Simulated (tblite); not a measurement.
**Geometry relaxation, with input and output: C₅H₁₄Si₂ (part 1 of 2)**

The run: geometry relaxation of C₅H₁₄Si₂, SMILES C=C[SiH2][SiH2]C(C)C. Method and program: GFN2-xTB geometry optimisation, gas phase (tblite 0.8.0).

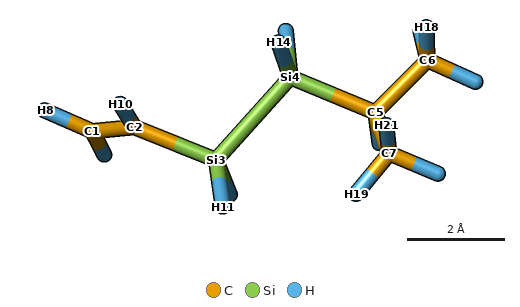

*The input geometry (stick view, seen at a tilt; atoms are numbered from 1 in the order of the input).*

## Results in brief

```csv
quantity,value
outcome,converged
total energy,−577.9795 eV
hardware,"1 CPU thread, shared host"
wall time,2 s
peak memory,0.19 GiB
```

## Input file
```
{"job": {"xc": "GFN2-xTB", "basis": "xTB", "kind": "relax"}, "charge": 0, "multiplicity": 1}
C      4.265900    -0.244300     0.517200
C      3.236800    -0.267400    -0.364400
Si     1.558900    -0.905300    -0.018700
Si    -0.010800     0.801000    -0.280500
C     -1.761200     0.113000     0.076000
C     -2.805900     1.232500     0.226400
C     -2.247500    -0.879200    -0.995200
H      5.234100     0.152700     0.227000
H      4.166900    -0.603700     1.540900
H      3.389500     0.092400    -1.361200
H      1.241800    -2.003000    -0.976200
H      1.473300    -1.456200     1.359600
H      0.268000     1.894900     0.700600
H      0.040600     1.357000    -1.652100
H     -1.707500    -0.407900     1.029200
H     -3.783100     0.817100     0.500200
H     -2.517300     1.932100     1.030700
H     -2.917400     1.806700    -0.694600
H     -1.575700    -1.739100    -1.070800
H     -3.234500    -1.267600    -0.724300
H     -2.323800    -0.408600    -1.976100
```

The first line tells a small driver script what to run in tblite; the rest is the geometry in Å.

Launched with:
```bash
OMP_NUM_THREADS=1 python <driver script> task.json out
```

## What the program printed
```
step      E/eV     max force
  0    -577.83069    2.408
  1    -577.89441    1.735
  2    -577.92607    0.271
  3    -577.93454    0.306
  4    -577.94452    0.249
  5    -577.94763    0.126
  6    -577.95109    0.138
  7    -577.95440    0.237
  8    -577.95844    0.226
  9    -577.96126    0.145
 10    -577.96300    0.082
 11    -577.96415    0.087
 12    -577.96514    0.091
 13    -577.96596    0.066
 14    -577.96662    0.063
 15    -577.96717    0.065
 16    -577.96764    0.055
 17    -577.96799    0.044
 18    -577.96824    0.033
 19    -577.96824    0.033
 20    -577.96835    0.029
 21    -577.96867    0.040
 22    -577.96878    0.040
 23    -577.96900    0.049
 24    -577.96928    0.048
 25    -577.96940    0.035
 26    -577.96956    0.033
 27    -577.96970    0.039
 28    -577.96985    0.041
 29    -577.96997    0.023
 30    -577.97007    0.031
 31    -577.97016    0.033
 32    -577.97025    0.027
 33    -577.97032    0.020
 34    -577.97038    0.019
 35    -577.97045    0.029
 36    -577.97054    0.028
 37    -577.97064    0.020
 38    -577.97075    0.022
 39    -577.97083    0.018
 40    -577.97090    0.021
 41    -577.97095    0.016
 42    -577.97100    0.016
 43    -577.97106    0.017
 44    -577.97113    0.021
 45    -577.97120    0.022
 46    -577.97129    0.023
 47    -577.97141    0.032
 48    -577.97160    0.035
 49    -577.97186    0.043
 50    -577.97214    0.037
 51    -577.97239    0.035
 52    -577.97259    0.038
 53    -577.97279    0.037
 54    -577.97297    0.038
 55    -577.97314    0.032
 56    -577.97330    0.035
 57    -577.97343    0.035
 58    -577.97354    0.024
 59    -577.97362    0.017
 60    -577.97369    0.021
 61    -577.97376    0.026
 62    -577.97383    0.024
 63    -577.97390    0.017
 64    -577.97395    0.014
 65    -577.97399    0.018
 66    -577.97404    0.020
 67    -577.97410    0.022
 68    -577.97418    0.024
 69    -577.97426    0.027
 70    -577.97435    0.027
 71    -577.97447    0.033
 72    -577.97462    0.033
 73    -577.97477    0.026
 74    -577.97488    0.025
 75    -577.97495    0.021
 76    -577.97500    0.020
 77    -577.97507    0.018
 78    -577.97514    0.018
 79    -577.97520    0.016
 80    -577.97524    0.014
 81    -577.97529    0.018
 82    -577.97534    0.021
 83    -577.97538    0.014
 84    -577.97542    0.013
 85    -577.97546    0.015
 86    -577.97551    0.028
 87    -577.97558    0.033
 88    -577.97564    0.024
 89    -577.97568    0.018
 90    -577.97570    0.012
 91    -577.97572    0.015
 92    -577.97575    0.015
 93    -577.97577    0.008
 94    -577.97578    0.006
 95    -577.97578    0.007
 96    -577.97579    0.008
 97    -577.97580    0.006
 98    -577.97581    0.006
 99    -577.97581    0.005
100    -577.97582    0.007
101    -577.97583    0.008
102    -577.97584    0.010
103    -577.97585    0.010
104    -577.97587    0.009
105    -577.97588    0.008
106    -577.97589    0.007
107    -577.97590    0.006
108    -577.97592    0.007
109    -577.97593    0.007
110    -577.97594    0.009
111    -577.97596    0.008
112    -577.97597    0.008
113    -577.97598    0.007
114    -577.97599    0.008
115    -577.97600    0.010
116    -577.97602    0.009
117    -577.97603    0.009
118    -577.97604    0.009
119    -577.97605    0.010
120    -577.97606    0.009
121    -577.97608    0.009
122    -577.97610    0.010
123    -577.97612    0.011
124    -577.97614    0.011
125    -577.97617    0.012
126    -577.97620    0.014
127    -577.97622    0.012
128    -577.97623    0.009
129    -577.97625    0.009
130    -577.97627    0.012
131    -577.97629    0.012
132    -577.97631    0.009
133    -577.97633    0.010
134    -577.97635    0.015
135    -577.97638    0.021
136    -577.97641    0.019
137    -577.97643    0.011
138    -577.97645    0.008
139    -577.97647    0.008
140    -577.97648    0.012
141    -577.97650    0.010
142    -577.97651    0.008
143    -577.97652    0.007
144    -577.97653    0.008
145    -577.97655    0.011
146    -577.97657    0.014
147    -577.97659    0.014
148    -577.97662    0.012
149    -577.97665    0.014
150    -577.97669    0.018
151    -577.97673    0.019
152    -577.97679    0.016
153    -577.97684    0.014
154    -577.97688    0.013
155    -577.97691    0.014
156    -577.97694    0.015
157    -577.97697    0.015
158    -577.97703    0.015
159    -577.97707    0.015
160    -577.97711    0.017
161    -577.97716    0.020
162    -577.97723    0.020
163    -577.97730    0.020
164    -577.97736    0.020
165    -577.97741    0.013
166    -577.97745    0.016
167    -577.97751    0.017
168    -577.97760    0.020
169    -577.97768    0.022
170    -577.97775    0.015
171    -577.97781    0.017
172    -577.97785    0.017
173    -577.97787    0.029
174    -577.97794    0.021
175    -577.97800    0.013
176    -577.97807    0.015
177    -577.97812    0.018
178    -577.97819    0.017
179    -577.97828    0.017
180    -577.97839    0.019
181    -577.97847    0.019
182    -577.97856    0.026
183    -577.97866    0.029
184    -577.97875    0.030
185    -577.97884    0.028
186    -577.97893    0.025
187    -577.97903    0.014
188    -577.97908    0.019
189    -577.97913    0.017
190    -577.97917    0.012
191    -577.97922    0.015
192    -577.97926    0.013
193    -577.97929    0.012
194    -577.97932    0.012
195    -577.97935    0.013
196    -577.97937    0.014
197    -577.97939    0.013
198    -577.97941    0.011
199    -577.97943    0.012
200    -577.97945    0.010
201    -577.97947    0.010
202    -577.97948    0.011
203    -577.97949    0.010
204    -577.97950    0.007
205    -577.97950    0.006
206    -577.97951    0.004
207    -577.97951    0.005
208    -577.97952    0.007
209    -577.97953    0.008
210    -577.97953    0.006
211    -577.97953    0.003
```

## Trajectory as extended XYZ (Å, eV, eV/Å), 12 frames, from step=0 to step=211
```
21
Properties=species:S:1:pos:R:3:forces:R:3 step=0 energy=-577.83069
C     4.2659   -0.2443    0.5172   -0.9900   0.0910  -1.0230
C     3.2368   -0.2674   -0.3644    2.0010  -0.0280   1.3400
Si    1.5589   -0.9053   -0.0187   -1.5330  -0.4530   0.3320
Si   -0.0108    0.8010   -0.2805    0.3220   0.0160   0.0850
C    -1.7612    0.1130    0.0760   -0.4090   0.3590  -0.4940
C    -2.8059    1.2325    0.2264    0.1270   0.1210   0.4370
C    -2.2475   -0.8792   -0.9952    0.1110  -0.1110   0.3040
H     5.2341    0.1527    0.2270   -0.1600  -0.0930   0.1840
H     4.1669   -0.6037    1.5409   -0.0130   0.1340  -0.4620
H     3.3895    0.0924   -1.3612    0.2830   0.2140  -0.3150
H     1.2418   -2.0030   -0.9762    0.1940   0.1260   0.2260
H     1.4733   -1.4562    1.3596    0.1340  -0.0080  -0.2940
H     0.2680    1.8949    0.7006   -0.1730  -0.1810  -0.3370
H     0.0406    1.3570   -1.6521   -0.1150   0.0650   0.2060
H    -1.7075   -0.4079    1.0292   -0.0630  -0.1880   0.1640
H    -3.7831    0.8171    0.5002    0.1780   0.0560  -0.1330
H    -2.5173    1.9321    1.0307   -0.0620  -0.2910  -0.3770
H    -2.9174    1.8067   -0.6946    0.0440  -0.1330   0.0880
H    -1.5757   -1.7391   -1.0708   -0.0210   0.1890  -0.0150
H    -3.2345   -1.2676   -0.7243    0.0980   0.1020  -0.0680
H    -2.3238   -0.4086   -1.9761    0.0460   0.0130   0.1500
21
Properties=species:S:1:pos:R:3:forces:R:3 step=19 energy=-577.96824
C     4.2528   -0.2389    0.4982   -0.0130  -0.0110  -0.0020
C     3.2533   -0.2837   -0.3675    0.0000   0.0040  -0.0130
Si    1.5209   -0.9253   -0.0149   -0.0140   0.0050   0.0010
Si   -0.0209    0.7896   -0.2735    0.0060  -0.0090   0.0080
C    -1.7788    0.1194    0.0898    0.0100   0.0050   0.0110
C    -2.8020    1.2419    0.2328    0.0010  -0.0120  -0.0070
C    -2.2338   -0.8713   -0.9791    0.0000   0.0140   0.0140
H     5.2285    0.1522    0.2512    0.0040   0.0090  -0.0130
H     4.1406   -0.6016    1.5066   -0.0160  -0.0040   0.0290
H     3.4301    0.0937   -1.3681    0.0140   0.0120  -0.0220
H     1.3016   -2.0551   -0.9365   -0.0020   0.0180  -0.0120
H     1.5244   -1.5166    1.3320    0.0050   0.0090   0.0040
H     0.2040    1.9229    0.6421    0.0090  -0.0260   0.0000
H    -0.0391    1.3949   -1.6175   -0.0120  -0.0270   0.0080
H    -1.7426   -0.4173    1.0457   -0.0160  -0.0070   0.0030
H    -3.7826    0.8388    0.4860   -0.0100   0.0090  -0.0100
H    -2.5100    1.9381    1.0166    0.0080  -0.0130  -0.0210
H    -2.8941    1.7960   -0.6993    0.0070   0.0040   0.0060
H    -1.5434   -1.7094   -1.0616    0.0080   0.0250   0.0100
H    -3.2201   -1.2690   -0.7397   -0.0020  -0.0040   0.0000
H    -2.2977   -0.3823   -1.9497    0.0120   0.0010   0.0060
21
Properties=species:S:1:pos:R:3:forces:R:3 step=38 energy=-577.97075
C     4.2449   -0.2354    0.4965    0.0000   0.0080   0.0020
C     3.2555   -0.2812   -0.3812    0.0010   0.0030   0.0060
Si    1.5252   -0.9284   -0.0261    0.0050   0.0040   0.0000
Si   -0.0262    0.7764   -0.2555   -0.0010   0.0070  -0.0070
C    -1.7877    0.1167    0.1072    0.0090   0.0020  -0.0060
C    -2.8032    1.2488    0.2273    0.0100  -0.0080  -0.0060
C    -2.2280   -0.8721   -0.9695    0.0040   0.0090   0.0110
H     5.2241    0.1557    0.2607   -0.0140  -0.0010  -0.0040
H     4.1180   -0.5935    1.5061   -0.0010   0.0030  -0.0160
H     3.4405    0.0948   -1.3816    0.0080  -0.0070   0.0110
H     1.3018   -2.0479   -0.9570   -0.0010  -0.0060  -0.0150
H     1.5443   -1.5233    1.3182    0.0000  -0.0110   0.0080
H     0.2173    1.9095    0.6533   -0.0030  -0.0060   0.0060
H    -0.0639    1.3670   -1.6052    0.0040   0.0030   0.0050
H    -1.7689   -0.4175    1.0650   -0.0100   0.0060  -0.0110
H    -3.7936    0.8589    0.4636    0.0090   0.0090  -0.0060
H    -2.5145    1.9457    1.0114   -0.0100  -0.0110  -0.0030
H    -2.8707    1.8008   -0.7083   -0.0010  -0.0050   0.0040
H    -1.5283   -1.7030   -1.0482   -0.0170   0.0080   0.0110
H    -3.2149   -1.2776   -0.7448    0.0150   0.0050  -0.0020
H    -2.2805   -0.3773   -1.9382   -0.0050  -0.0120   0.0130
21
Properties=species:S:1:pos:R:3:forces:R:3 step=57 energy=-577.97343
C     4.2272   -0.2030    0.4960    0.0020   0.0030   0.0070
C     3.2527   -0.2877   -0.3948   -0.0140   0.0040  -0.0200
Si    1.5272   -0.9598   -0.0621    0.0240   0.0030  -0.0020
Si   -0.0168    0.7599   -0.2185   -0.0340   0.0020   0.0070
C    -1.7915    0.1260    0.1258   -0.0090   0.0000  -0.0020
C    -2.7982    1.2709    0.1913    0.0050  -0.0060   0.0050
C    -2.2252   -0.8889   -0.9280    0.0020  -0.0010   0.0060
H     5.2001    0.2063    0.2661   -0.0080  -0.0030   0.0020
H     4.0936   -0.5468    1.5094    0.0020   0.0020  -0.0020
H     3.4460    0.0735   -1.3990    0.0090   0.0030   0.0050
H     1.3087   -2.0293   -1.0513   -0.0070  -0.0070  -0.0040
H     1.5584   -1.6217    1.2500   -0.0140  -0.0070   0.0090
H     0.2325    1.8601    0.7278    0.0140   0.0030   0.0010
H    -0.0487    1.3875   -1.5508    0.0060   0.0160  -0.0060
H    -1.7982   -0.3797    1.0991   -0.0130   0.0050  -0.0130
H    -3.8054    0.8916    0.3661    0.0080   0.0010   0.0100
H    -2.5497    1.9587    0.9966    0.0060   0.0060  -0.0120
H    -2.8072    1.8294   -0.7431    0.0100  -0.0140   0.0080
H    -1.5377   -1.7320   -0.9655    0.0000  -0.0020  -0.0060
H    -3.2216   -1.2730   -0.7087    0.0020  -0.0010   0.0010
H    -2.2550   -0.4249   -1.9125    0.0090  -0.0070   0.0050
```
